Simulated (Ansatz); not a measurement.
NaMg₅Cl₁₁: several calculations on one system

Part 1: Relaxation

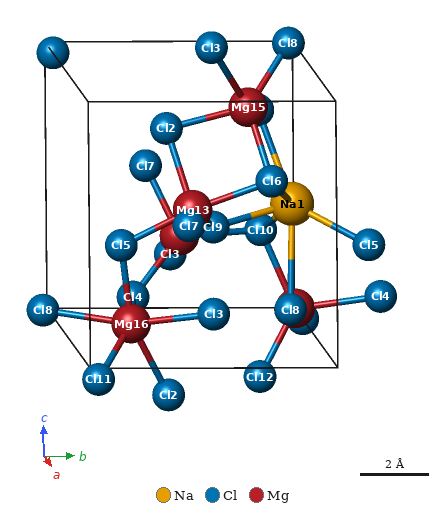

Starting structure of an amorphous cell of composition NaMg₅Cl₁₁ (coarse preliminary run). A ball-and-stick model of the cell of the calculation, seen slightly off an axis.

Case: the quenched liquid.

Computed with DFT PBE, scalar-relativistic, plane waves, PAW in Ansatz 0.2.0.

Input file:
```yaml
crystal:
  lattice:
    - [7.335824, -0.1022, -0.17549]
    - [-0.1022, 7.490182, -0.186049]
    - [-0.17549, -0.186049, 8.054637]
  atoms:
    - { symbol: Na, position: [0.5702765399, 0.8951712871, 0.5185162166] }
    - { symbol: Cl, position: [0.7716954872, 0.3548698314, 0.8482131841] }
    - { symbol: Cl, position: [0.9788162728, 0.5034686989, 0.1977318896] }
    - { symbol: Cl, position: [0.4376488886, 0.2723922873, 0.1402947794] }
    - { symbol: Cl, position: [0.8186858133, 0.1605514379, 0.420205407] }
    - { symbol: Cl, position: [0.9631569463, 0.7448428777, 0.6920671993] }
    - { symbol: Cl, position: [0.2128703138, 0.3662221314, 0.5823603108] }
    - { symbol: Cl, position: [0.66491634, 0.8688336262, 0.1432650512] }
    - { symbol: Cl, position: [0.6393369176, 0.5638895375, 0.4475637738] }
    - { symbol: Cl, position: [0.2567092902, 0.8216891866, 0.3503268334] }
    - { symbol: Cl, position: [0.0486593995, 0.0245129014, 0.9694343626] }
    - { symbol: Cl, position: [0.4300604401, 0.7839363761, 0.8391396133] }
    - { symbol: Mg, position: [0.9093342749, 0.4338125342, 0.5739770841] }
    - { symbol: Mg, position: [0.3358908813, 0.944687959, 0.0733578154] }
    - { symbol: Mg, position: [0.7997559541, 0.6808301811, 0.9332864881] }
    - { symbol: Mg, position: [0.8194449188, 0.1976165285, 0.1270214628] }
    - { symbol: Mg, position: [0.3260114213, 0.4813381476, 0.3452308475] }
  symmetry: { detect: false }
basis:
  ecutwfc: 420
kpoints:
  mp_grid: { grid: [1, 1, 1], shift: [0.25, 0.25, 0.25] }
hamiltonian:
  xc: pbe
scf:
  occupations: { method: gaussian, width: 0.1 }
  lower_state_search: "off"
output:
  forces: true
  stress: true
  eigenvalues: true
relax:
  adjacent_minimum: "off"
  f_tol: 0.04
  max_steps: 70
  cell: { stress_tol: 0.3 }
```

Launched with:
```bash
ansatz run input.yaml --threads 2 --pin off --max-ram 5120MiB --backend cpu --events-out ev --progress --plain --runs-dir out
```

### What does the optimiser find from here?

Cl11 moves most relative to the cell: 0.51 Å roughly along [1 2 0]. Largest moves by element: Cl 0.51 Å, Mg 0.38 Å, Na 0.34 Å. The drawn cell changes as follows: a 7.339 → 7.462 Å (+1.7 %), b 7.493 → 7.769 Å (+3.7 %), c 8.059 → 7.958 Å (−1.2 %), α 92.7° → 88.5°, β 92.6° → 90.8°, γ 91.5° → 85.2°; the volume changes by +4.0 %. Among the contacts that change: Na1–Cl10 2.648 → 3.267 Å, Na1–Cl6 3.391 → 2.881 Å, Cl12–Mg15 2.918 → 2.520 Å, Cl3–Mg15 2.854 → 2.616 Å. Among the angles between lasting bonds that change: Mg15–Cl8–Mg16 106.7° → 129.7°, Cl9–Na1–Cl10 84.8° → 65.9°, Na1–Cl9–Mg13 119.5° → 101.0°. After 6 accepted moves (7 points after the start) the energy has fallen by 66.0 meV per atom. The largest force component goes from 0.93 to 0.04 eV/Å. The pressure goes from 0.83 to −0.01 GPa. The SCF was repeated once at an unchanged geometry on a basis and grid sized afresh for the cell, which shifted the energy by 0.1 meV per atom at most.

Final geometry:

```
CELL_PARAMETERS angstrom
7.45502 0.30937 -0.05658
0.32407 7.76148 0.10382
-0.05644 0.10815 7.95748
ATOMIC_POSITIONS crystal
Na 0.61431 0.88674 0.52792
Cl 0.71381 0.35886 0.85626
Cl 0.97709 0.48920 0.16669
Cl 0.44693 0.25930 0.17142
Cl 0.84311 0.14824 0.44098
Cl 0.92116 0.71415 0.70377
Cl 0.19838 0.36828 0.57668
Cl 0.71214 0.89972 0.14219
Cl 0.60704 0.54992 0.44100
Cl 0.26268 0.80975 0.30158
Cl 0.08071 0.07956 0.96217
Cl 0.45579 0.78416 0.83918
Mg 0.87469 0.41921 0.58840
Mg 0.36949 0.97359 0.06843
Mg 0.75883 0.65894 0.94864
Mg 0.84397 0.20216 0.13520
Mg 0.30315 0.49688 0.33148
```

After the run, drawn alike:

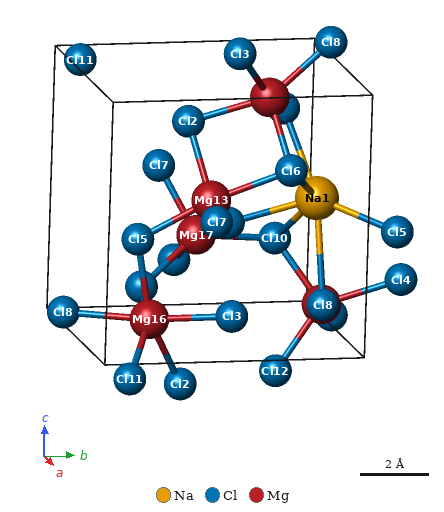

Limits of the set-up: the periodic images lie only 7.3 Å apart, so the values are limited by the cell's size.

Part 2: Dynamics

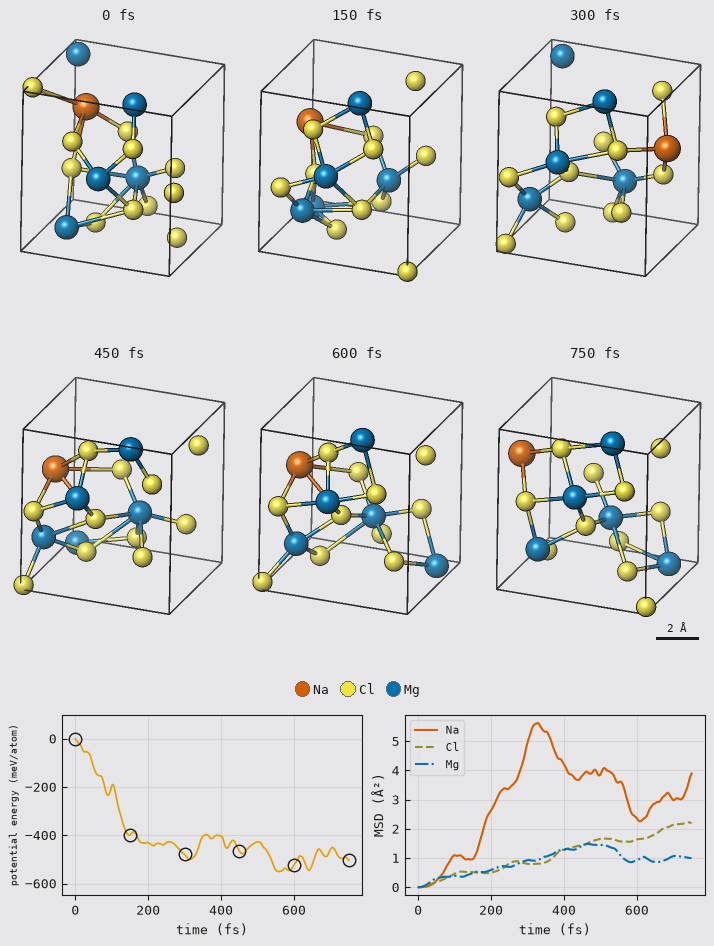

Molecular dynamics of an amorphous cell of composition NaMg5Cl11 (17 atoms in the cell), 750 fs long. Frames and the history of the run. The picture is a ball-and-stick view of the simulation cell, seen from a free direction. Atoms that leave the cell re-enter on the other side. Bonds to atoms that aren't drawn are left out.

The calculation used Ansatz, DFT PBE, scalar-relativistic, plane waves, PAW. Run with plane-wave cutoff 420 eV; k-point mesh 1 × 1 × 1; Fermi-Dirac smearing 0.138 eV; set temperature 1600 K; time step 3 fs.

The input:
```yaml
crystal:
  lattice:
    - [7.335824, -0.1022, -0.17549]
    - [-0.1022, 7.490182, -0.186049]
    - [-0.17549, -0.186049, 8.054637]
  atoms:
    - { symbol: Na, position: [0.4920636452, 0.2445672276, 0.7755785895] }
    - { symbol: Cl, position: [0.9000447599, 0.2981386758, 0.6981026491] }
    - { symbol: Cl, position: [0.0711847587, 0.5215701546, 0.0627026796] }
    - { symbol: Cl, position: [0.4966071716, 0.3225544475, 0.0661089164] }
    - { symbol: Cl, position: [0.8876632347, 0.9804071528, 0.480029891] }
    - { symbol: Cl, position: [0.9064695145, 0.7063237631, 0.7170822995] }
    - { symbol: Cl, position: [0.3247638867, 0.469088093, 0.6016526909] }
    - { symbol: Cl, position: [0.7228657994, 0.6523124311, 0.2695648969] }
    - { symbol: Cl, position: [0.5664300692, 0.1803360219, 0.4058361855] }
    - { symbol: Cl, position: [0.3984841294, 0.8153336136, 0.4512232578] }
    - { symbol: Cl, position: [0.847114041, 0.0076166258, 0.9748125905] }
    - { symbol: Cl, position: [0.3878459391, 0.8322830779, 0.0149228593] }
    - { symbol: Mg, position: [0.952821477, 0.494088555, 0.5118389116] }
    - { symbol: Mg, position: [0.2094320745, 0.0872215964, 0.9879726185] }
    - { symbol: Mg, position: [0.7784085636, 0.6690221704, 0.9472489637] }
    - { symbol: Mg, position: [0.8339303399, 0.2463772401, 0.1324622883] }
    - { symbol: Mg, position: [0.3789847644, 0.5595537991, 0.3439962021] }
  symmetry: { detect: false }
basis:
  ecutwfc: 420
  xc_grid: 1
kpoints:
  mp_grid: { grid: [1, 1, 1], shift: [0.0, 0.0, 0.0] }
hamiltonian:
  xc: pbe
scf:
  occupations: { method: fermi_dirac, width: 0.1379 }
  lower_state_search: "off"
  convergence: { dr2_threshold: 1.0e-05 }
output:
  forces: true
  stress: true
md:
  timestep: 3.0
  n_steps: 250
  ensemble: nvt_langevin
  friction: 0.03
  temperature: 1600.0
  initial_velocities: maxwell_boltzmann
  seed: 74052
```

Run as
```bash
ansatz run input.yaml --threads 2 --pin off --max-ram 5120MiB --backend cpu --events-out ev --progress --plain --runs-dir out
```

What do the frames and curves show?

Over the second half the temperature averages 1592 K (spread ±277 K). The potential energy in the second half lies on average 477 meV per atom below the first frame. The mean pressure there is 3.4 GPa. Root-mean-square distances from the starting positions over the second half, with the common drift of all atoms taken out: Na 1.85 Å, Cl 1.30 Å, Mg 1.07 Å. Against the typical shortest distance between atoms in the first frame, about 2.3 Å these are large excursions, but over 750 fs one can't yet tell strong vibration from the start of diffusion. 4 of the 17 free atoms end more than three quarters of that spacing from the start.

Limits of the set-up: the periodic images lie only 7.3 Å apart, so the values are limited by the cell's size.

Cost: 3.4 min on 2 threads of Arm Neoverse V2, with other jobs on the host, peak memory 0.46 GiB.

Part 3: Dynamics

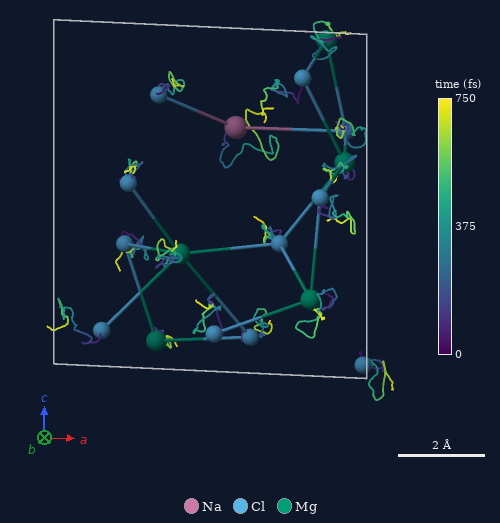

Molecular dynamics of an amorphous cell of composition NaMg5Cl11 (17 atoms in the cell), 750 fs long. It starts from the last geometry of an earlier run, with fresh velocities. Lines trace each atom's path, coloured by time; spheres stand at the starting positions. Seen along the b axis in the simulation cell.

The calculation used Ansatz 0.2.0, DFT PBE, scalar-relativistic, plane waves, PAW. Run with plane-wave cutoff 420 eV; k-point mesh 1 × 1 × 1; Fermi-Dirac smearing 0.0991 eV; set temperature 1150 K; time step 3 fs.

Input
```yaml
crystal:
  lattice:
    - [7.335824, -0.1022, -0.17549]
    - [-0.1022, 7.490182, -0.186049]
    - [-0.17549, -0.186049, 8.054637]
  atoms:
    - { symbol: Na, position: [0.5825382773, 0.9887609537, 0.7115322837] }
    - { symbol: Cl, position: [0.795117332, 0.3282054108, 0.8640086456] }
    - { symbol: Cl, position: [0.1535029908, 0.5009341321, 0.1036522079] }
    - { symbol: Cl, position: [0.5124030967, 0.1462330187, 0.1086244157] }
    - { symbol: Cl, position: [0.850988745, 0.1141470261, 0.5184604009] }
    - { symbol: Cl, position: [0.9333422934, 0.8047558709, 0.7152254846] }
    - { symbol: Cl, position: [0.2387941598, 0.3531228092, 0.5350874546] }
    - { symbol: Cl, position: [0.6281113035, 0.7253044245, 0.1039524415] }
    - { symbol: Cl, position: [0.7210948832, 0.473589331, 0.3800327049] }
    - { symbol: Cl, position: [0.22716321, 0.8020003388, 0.3582816209] }
    - { symbol: Cl, position: [0.9876735019, 0.9801632352, 0.0382238639] }
    - { symbol: Cl, position: [0.3356403429, 0.8342209178, 0.7960160385] }
    - { symbol: Mg, position: [0.9295497555, 0.4703311689, 0.6242437629] }
    - { symbol: Mg, position: [0.3285468058, 0.8991872702, 0.080861714] }
    - { symbol: Mg, position: [0.8716670928, 0.6975581736, 0.9770999782] }
    - { symbol: Mg, position: [0.8208051116, 0.1894526981, 0.2210911027] }
    - { symbol: Mg, position: [0.4038015198, 0.5304547222, 0.3367374276] }
  symmetry: { detect: false }
basis:
  ecutwfc: 420
  xc_grid: 1
kpoints:
  mp_grid: { grid: [1, 1, 1], shift: [0.0, 0.0, 0.0] }
hamiltonian:
  xc: pbe
scf:
  occupations: { method: fermi_dirac, width: 0.0991 }
  lower_state_search: "off"
  convergence: { dr2_threshold: 1.0e-05 }
output:
  forces: true
  stress: true
md:
  timestep: 3.0
  n_steps: 250
  ensemble: nvt_langevin
  friction: 0.03
  temperature: 1150.0
  initial_velocities: maxwell_boltzmann
  seed: 74053
```

Command:
```bash
ansatz run input.yaml --threads 2 --pin off --max-ram 5120MiB --backend cpu --events-out ev --progress --plain --runs-dir out
```

**How do the atoms move?**

In the second half of the run the atoms are, in the root-mean-square, this far from where they began (common drift taken out): Na 0.84 Å, Cl 0.80 Å, Mg 0.52 Å. Against the typical shortest distance between atoms in the first frame, about 2.4 Å these are large excursions, but over 750 fs one can't yet tell strong vibration from the start of diffusion.

Limits of the set-up: the periodic images lie only 7.3 Å apart, so the values are limited by the cell's size.

The run took 3.2 min on 2 threads of Arm Neoverse V2 (shared host), peak memory 0.44 GiB.
